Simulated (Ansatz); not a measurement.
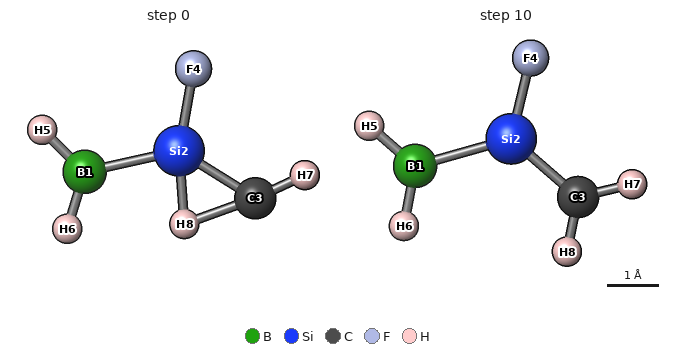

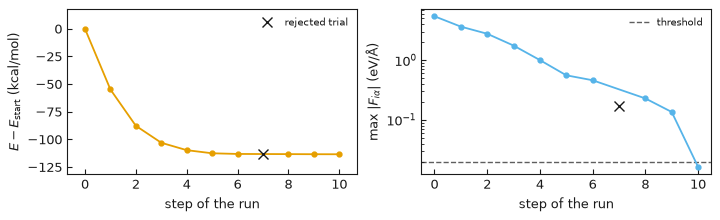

First and last geometry of a relaxation of CH4BFSi, with the history of the run. A ball-and-stick model, seen face on.

The run prepares an end point of a later path (hydrogen shift) calculation, from a guessed geometry.

Computed with RKS BLYP/6-31G* in Ansatz 0.2.0.

The input:
```yaml
crystal:
  periodic: [false, false, false]
  atoms:
    - { symbol: B, position_ang: [-0.82572, 1.4183, -0.56455] }
    - { symbol: Si, position_ang: [-0.05328, -0.30385, -0.3071] }
    - { symbol: C, position_ang: [0.90951, -1.07919, 0.95234] }
    - { symbol: F, position_ang: [-0.34911, -1.3208, -1.55323] }
    - { symbol: H, position_ang: [-1.4438, 1.70216, -1.51933] }
    - { symbol: H, position_ang: [-0.69048, 2.24394, 0.2541] }
    - { symbol: H, position_ang: [1.25118, -2.09857, 0.8885] }
    - { symbol: H, position_ang: [0.38085, 0.31069, 0.92069] }
basis:
  gaussian: { orbitals: "6-31G*" }
hamiltonian:
  xc: blyp
relax:
  f_tol: 0.02
  max_steps: 50
```

Launched with:
```bash
ansatz run input.yaml --threads 1 --pin off --max-ram 2048MiB --backend cpu --events-out ev --progress --plain --runs-dir out
```

> Read the history and describe the run.

It converged. Over 9 accepted moves (10 points after the start) the energy falls by 113.4 kcal/mol. Largest force component: 5.4 eV/Å at the start, 0.016 eV/Å at the end. The line search rejected the trial step at point 7 of the run. The atom that moves furthest after the best rigid fit is H8 (1.05 Å). Largest moves by element: H 1.05 Å, C 0.28 Å, Si 0.25 Å, F 0.21 Å, B 0.17 Å. Some distances before and after: Si2–H8 1.440 → 2.467 Å, C3–H8 1.487 → 1.095 Å, B1–Si2 1.905 → 1.966 Å, B1–H5 1.172 → 1.197 Å. Bonds break: Si2–H8 (1.44 → 2.47 Å). Bond angles that change, for instance: B1–Si2–C3 135.6° → 123.4°, B1–Si2–F4 112.7° → 119.4°, C3–Si2–F4 111.7° → 117.3°. Cost: 19 s on 1 thread of AMD EPYC 7R13 Processor (Zen 3), on a shared host, peak memory 0.17 GiB.

```json
{"step": "0", "E − E(0), kcal/mol": "0.00", "largest force component, eV/Å": "5.4472", "note": ""}
{"step": "1", "E − E(0), kcal/mol": "-54.80", "largest force component, eV/Å": "3.6531", "note": ""}
{"step": "2", "E − E(0), kcal/mol": "-87.65", "largest force component, eV/Å": "2.7736", "note": ""}
{"step": "3", "E − E(0), kcal/mol": "-102.97", "largest force component, eV/Å": "1.7590", "note": ""}
{"step": "4", "E − E(0), kcal/mol": "-109.66", "largest force component, eV/Å": "1.0040", "note": ""}
{"step": "5", "E − E(0), kcal/mol": "-112.48", "largest force component, eV/Å": "0.5582", "note": ""}
{"step": "6", "E − E(0), kcal/mol": "-113.09", "largest force component, eV/Å": "0.4610", "note": ""}
{"step": "7", "E − E(0), kcal/mol": "-112.80", "largest force component, eV/Å": "0.1697", "note": "rejected"}
{"step": "8", "E − E(0), kcal/mol": "-113.24", "largest force component, eV/Å": "0.2286", "note": ""}
{"step": "9", "E − E(0), kcal/mol": "-113.33", "largest force component, eV/Å": "0.1355", "note": ""}
{"step": "10", "E − E(0), kcal/mol": "-113.37", "largest force component, eV/Å": "0.0163", "note": ""}
```
